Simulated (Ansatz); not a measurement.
# Σ11 (113) boundary in fcc Cu: structure and resistance, part 2 of 3

How much does the Σ11 (113) boundary in fcc Cu reflect electrons?

Ansatz 0.2.0; Ansatz plane-wave DFT, PBE, PAW files; relaxation of a bicrystal slab with its lowest layers held; PAW set soft_1 (the session's first sound run).

So far. Step 2 (Relaxing the bicrystal): The largest force component on a free atom ends at 0.028 eV/Å, under the tolerance of 0.03, after 5 steps.

**3. Transmission across the boundary**

This step: Ansatz plane-wave DFT, PBE, PAW files; ballistic transport by layer matching (Landauer), zero bias; boundary relaxed in a short slab, bulk layers laid on; PAW set soft_1 (Ansatz 0.2.0).

System of this step: Σ11 (113) boundary in fcc Cu. The cell holds 40 atoms: 40 Cu. Its edges and angles: a = 2.556 Å, b = 4.427 Å, c = 50.751 Å, α = 90.0°, β = 90.0°, γ = 73.2°. It derives from Cu. Regions: lower grain, 16 atoms (16 Cu); boundary, 11 atoms (11 Cu); upper grain, 13 atoms (13 Cu). Vacuum lies along c.

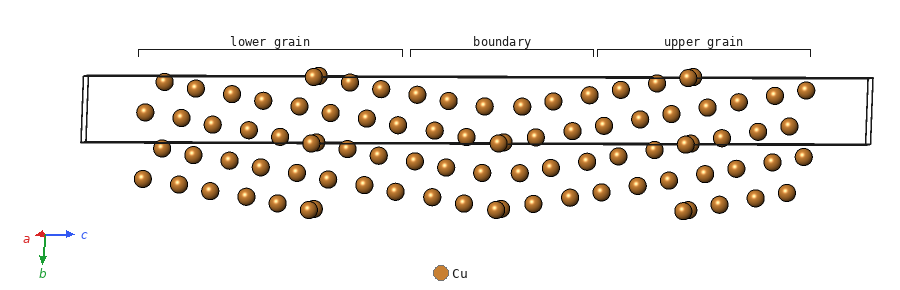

The cell of this step (copper orange). 1×2×1 cells are drawn. Some periodic images of atoms are drawn too.

Contents of input.yaml:

```yaml
crystal:
  lattice:
    - [2.5561627297, 0.0, 0.0]
    - [1.2780813649, 4.2389163388, 0.0]
    - [0.0, 0.0, 50.7510763418]
  atoms:
    - { symbol: Cu, position: [5.7272727275, -11.4545454546, 0.0788160624] }
    - { symbol: Cu, position: [5.4545454547, -10.9090909091, 0.1002924828] }
    - { symbol: Cu, position: [5.181818182, -10.3636363637, 0.1217689032] }
    - { symbol: Cu, position: [4.9090909092, -9.8181818182, 0.1432453235] }
    - { symbol: Cu, position: [4.6363636365, -9.2727272728, 0.1647217439] }
    - { symbol: Cu, position: [4.3636363638, -8.7272727273, 0.1861981643] }
    - { symbol: Cu, position: [4.090909091, -8.1818181818, 0.2076745847] }
    - { symbol: Cu, position: [3.8181818183, -7.6363636364, 0.2291510051] }
    - { symbol: Cu, position: [3.5454545456, -7.0909090909, 0.2506274254] }
    - { symbol: Cu, position: [3.2727272728, -6.5454545455, 0.2721038458] }
    - { symbol: Cu, position: [3.0000000001, -6.0, 0.2935802662] }
    - { symbol: Cu, position: [2.7272727273, -5.4545454546, 0.3150566866] }
    - { symbol: Cu, position: [2.4545454546, -4.9090909091, 0.336533107] }
    - { symbol: Cu, position: [2.1818181819, -4.3636363637, 0.3580095273] }
    - { symbol: Cu, position: [1.9090909091, -3.8181818182, 0.3794859477] }
    - { symbol: Cu, position: [1.6363636364, -3.2727272728, 0.4009623681] }
    - { symbol: Cu, position: [0.3636363636, 0.2727272727, 0.4224387885] }
    - { symbol: Cu, position: [0.092253023, 0.8154939541, 0.4445478147] }
    - { symbol: Cu, position: [0.8212033768, 0.3575932463, 0.4654596546] }
    - { symbol: Cu, position: [0.548453962, 0.903092076, 0.4881533989] }
    - { symbol: Cu, position: [0.277071783, 0.4458564339, 0.5082270622] }
    - { symbol: Cu, position: [0.0051733113, -0.0103466226, 0.5323168224] }
    - { symbol: Cu, position: [0.2762988668, 0.4474022664, 0.5561159479] }
    - { symbol: Cu, position: [0.5478309871, 0.9043380258, 0.5765572046] }
    - { symbol: Cu, position: [0.8203083412, 0.3593833177, 0.5988975363] }
    - { symbol: Cu, position: [0.0919284745, 0.816143051, 0.6202350064] }
    - { symbol: Cu, position: [0.364360422, 0.271279156, 0.6419904727] }
    - { symbol: Cu, position: [1.6370876948, -3.2741753895, 0.663466893] }
    - { symbol: Cu, position: [1.9098149675, -3.8196299349, 0.6849433134] }
    - { symbol: Cu, position: [2.1825422402, -4.3650844804, 0.7064197338] }
    - { symbol: Cu, position: [2.455269513, -4.9105390258, 0.7278961542] }
    - { symbol: Cu, position: [2.7279967857, -5.4559935713, 0.7493725746] }
    - { symbol: Cu, position: [3.0007240584, -6.0014481168, 0.7708489949] }
    - { symbol: Cu, position: [3.2734513312, -6.5469026622, 0.7923254153] }
    - { symbol: Cu, position: [3.5461786039, -7.0923572077, 0.8138018357] }
    - { symbol: Cu, position: [3.8189058767, -7.6378117531, 0.8352782561] }
    - { symbol: Cu, position: [4.0916331494, -8.1832662986, 0.8567546765] }
    - { symbol: Cu, position: [4.3643604221, -8.728720844, 0.8782310968] }
    - { symbol: Cu, position: [4.6370876949, -9.2741753895, 0.8997075172] }
    - { symbol: Cu, position: [4.9098149676, -9.8196299349, 0.9211839376] }
kpoints:
  mp_grid: { grid: [10, 10, 1] }
hamiltonian:
  xc: pbe
  pseudopotentials: { kind: paw, azcp: { folder: soft_1 } }
scf:
  occupations: { method: fermi_dirac, width: 0.1 }
output:
  transmission:
    leads: [[9, 10], [32, 33]]
    kmesh: [26, 26]
    e_range: [-0.1, 0.1]
    de: 0.05
  write_potential: true
  write_density: true
  volumetric_format: npy
  elf: true
```

The run is started by

```console
> ansatz run input.yaml --threads 4 --pin off --max-ram 15360MiB --backend cpu --events-out ev --progress --plain --runs-dir out
```

Numbers of over 12 decimals in the logs are rounded to 6 here.

The log of the run:

```text
[...]
Crystal: 40 atoms, lattice volume = 549.906 Å³
Basis set: ecut = 420 eV, 10879 PW (Γ)
Bands: 456, of which v1, the nominal top of the filled ones, is band 380 counted from 1 (379 counted from 0)
Symmetry: 2 space group operations
[...]
k-points: 31 of 100 (time reversal used)
[...]
SCF iter   1: F=—  HF=-265040.726337 eV  |F-HF|=—  |Δ(HF+E_count)|=         —  Δρ=2.45e-1  dr2=1.99e2  ethr=3.10e-3  ⟨swp⟩=4.8  Hψ=44872  notcnv=0  defer=1180
[...]
SCF iter  14: F=-265005.086773 eV  HF=-265005.086773 eV  |F-HF|=5.10e-8  |Δ(HF+E_count)|=   2.02e-8  Δρ=3.21e-6  dr2=7.06e-8  ethr=1.32e-11  ⟨swp⟩=10.3  Hψ=60519  notcnv=0
SCF 1 converged in 14 iterations: F = -265005.086773 eV  dr2 = 7.06e-8
[...]
transmission: 882 of 8784 steps passed
transmission: 1758 of 8784 steps passed
[...]
transmission: 8784 of 8784 steps passed
WARN: The output density's exchange-correlation potential varies sharply where the density is thin. Do not read a vacuum level from v_tot or v_xc, or from such a field of the output density. On a cell that repeats whose density bears no net charge and no dipole along the vacuum's axis use v_es (v_loc + v_h of the components); under efield.dipole_correction with no amplitude use v_es + v_field, which holds any externa [...]
SCF converged after 14 iterations
Free energy (F): -265005.086773 eV
[...]
Internal energy: -265004.650173 eV  (E = F + TS)
E sigma→0 (E₀):  -265004.868473 eV
Entropy (-TS):   -0.436600 eV (-10.915 meV/atom)
Fermi energy:    13.444632 eV
[...]
--- Band table (eV; the first three rows and the last of 31) ---
  k-point 0: bands = [... 376 lower, 12.3530, 12.5567, 12.6949, 12.7673, 13.0965, 13.1327, 13.4018, 13.6014, ... 72 higher]
  k-point 1: bands = [... 376 lower, 12.1838, 12.3316, 12.4168, 12.6563, 12.7432, 12.9923, 13.1190, 13.3053, ... 72 higher]
  k-point 2: bands = [... 376 lower, 12.0199, 12.0203, 12.1653, 12.2809, 12.3844, 12.6133, 12.6403, 12.8581, ... 72 higher]
  k-point 30: bands = [... 376 lower, 14.0771, 14.1158, 14.1980, 14.3109, 14.3414, 14.3635, 14.4813, 14.5153, ... 72 higher]
--- Transmission ---
  basis      : 99 plane waves across, 48 finite elements along
  points     : 183, standing for a mesh of 26 x 26
  energies   : 5 from -0.100000 to 0.100000 eV about the Fermi level, 0.050000 eV apart; the leads are filled to 0.000000 eV, and channels, transmission and decay are at 0.000000 eV
  crystal 0  : Cu2, at the sites [9, 10], period 2.1799 Å, over 18.53 Å; its Hamiltonian steps by up to 2.7 meV
    offset         : up to 0.0000 Å between an atom of the period and one for which it stands
    channels       : 1.560651e0 a spin
    conductance    : none, the energies end too early or step too widely for 300 K: set another output.transmission.e_range or a lower de, or, where they end at an eighth of basis.ecutwfc, a higher one
[...]
channels       : 1.560651e0 a spin
[...]
junction   : crystal 0 to crystal 1, 13.26 to 38.58 Å
    transmission   : 1.454317e0 a spin
[...]
```

Run time: 17 min. Hardware: 4 threads of Arm Neoverse V2, shared host; peak memory 10 GiB.

Numbers from this step:

```yaml
free_energy: -265005.0868 eV
energy_at_zero_smearing: -265004.8685 eV
fermi_energy: 13.44 eV
cell_area: 10.84 Å²
transmission_per_spin_nearest_the_fermi_level: 1.454
open_channels_per_spin_nearest_the_fermi_level: 1.561
open_channels_per_spin_upper_lead: 1.561
step_of_the_lead_s_potential: 2.7 meV
step_of_the_upper_lead_s_potential: 2.8 meV
```

Per spin. The transmission, zone mean by energy, zero at the Fermi level:

| energy (eV) | transmission, zone mean |
| --- | --- |
| -0.1000 | 1.45 |
| -0.0500 | 1.45 |
| 0.0000 | 1.45 |
| 0.0500 | 1.45 |
| 0.1000 | 1.45 |

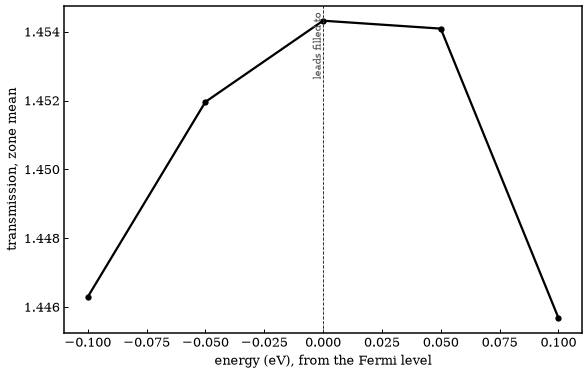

Transmission, zone mean, plotted against energy.

Per spin. Open channels, zone mean, lead = upper lead against energy, zero at the Fermi level:

| energy (eV) | open channels, zone mean, lead = upper lead |
| --- | --- |
| -0.1000 | 1.53 |
| -0.0500 | 1.55 |
| 0.0000 | 1.56 |
| 0.0500 | 1.56 |
| 0.1000 | 1.56 |

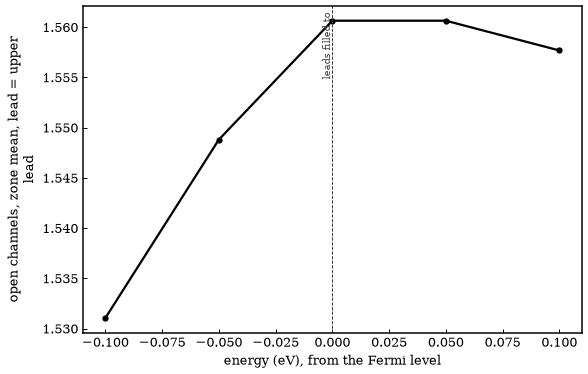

Open channels, zone mean, lead = upper lead, plotted against energy.

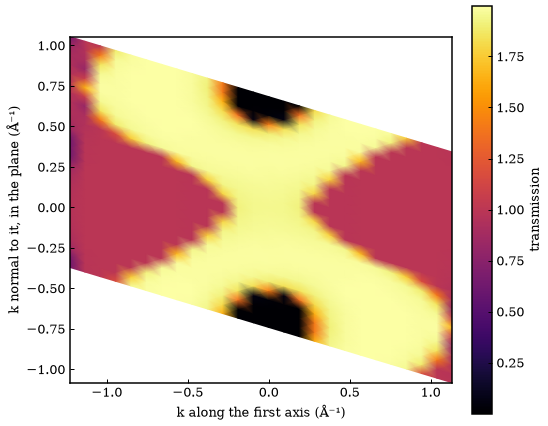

Transmission over k1 and k2. At 0.0000 eV from the Fermi level.

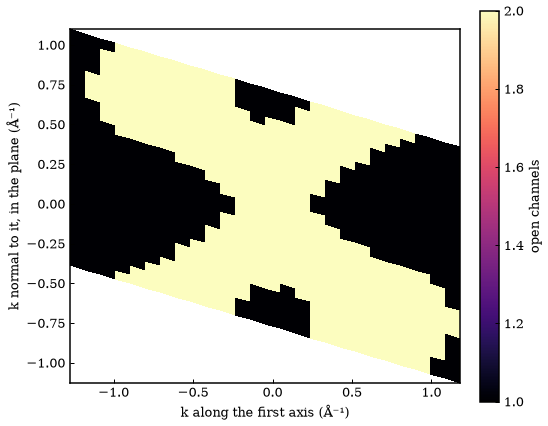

Open channels over k1 and k2. At 0.0000 eV from the Fermi level.

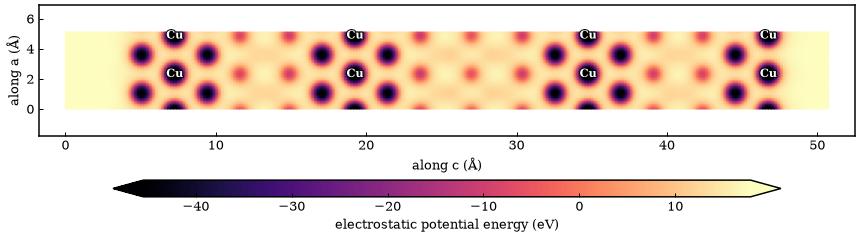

Electrostatic potential energy in the ca plane at fractional y = 0.180, with atoms of Cu within 0.2 Å of it. With pseudopotentials it is smooth inside the atoms' cores, unlike the true potential.

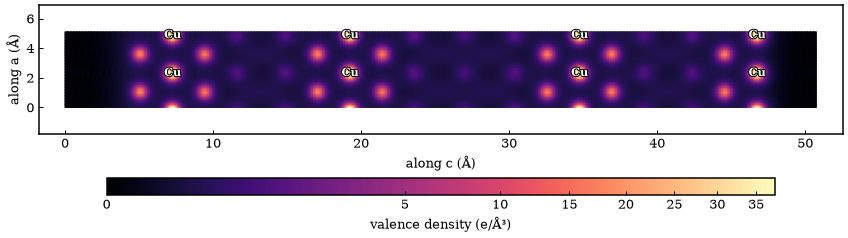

Valence density in the ca plane at fractional y = 0.180, with atoms of Cu within 0.2 Å of it. It is the smooth field of the valence electrons, not physical close to the nuclei. The colour scale is stretched toward low values.

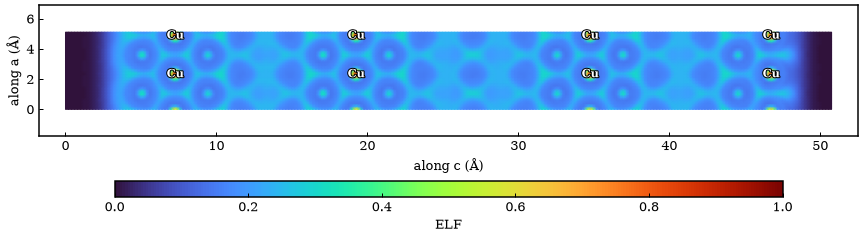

ELF in the ca plane at fractional y = 0.180, with atoms of Cu within 0.2 Å of it. It is the smooth field of the valence electrons, not physical close to the nuclei.

Over the solved energies the transmission per spin lies between 1.45 and 1.45, out of 1.55 channels of the lead on average (up to 1.56).

**4. Specific resistance**

This step: Ansatz plane-wave DFT, PBE, PAW files; ballistic transport by layer matching (Landauer), zero bias; specific resistance of the boundary; PAW set soft_1 (Ansatz 0.2.0).

Numbers from this step:

| Property | Result |
| --- | --- |
| area resistance | 0.06294 fΩ m² |
| T over the leads' mean channel count | 0.9347 |

Averaged over the energies near the Fermi level, 93.5 % of the channels pass, which makes 0.0629 fΩ m².

By hand, with T and the leads' channels N averaged over the energies near the Fermi level: RA = A (h/2e²)(1/T − ½[1/N₁ + 1/N₂]) = 10.84×10⁻²⁰ m² × 12 906 Ω × (1/1.450 − ½[1/1.552 + 1/1.552]) = 0.0629 fΩ m².

[end of part 2 of 3]

[Logs are printed without paths, hosts, clocks, repeated set-up lines and the standing remarks that a program may print on its own settings, such as how far it seeks lower states.]

[Hosts, paths, dates, database ids (printed as entryN), source tags and the programs' standing remarks are cut or masked in the printed files.]
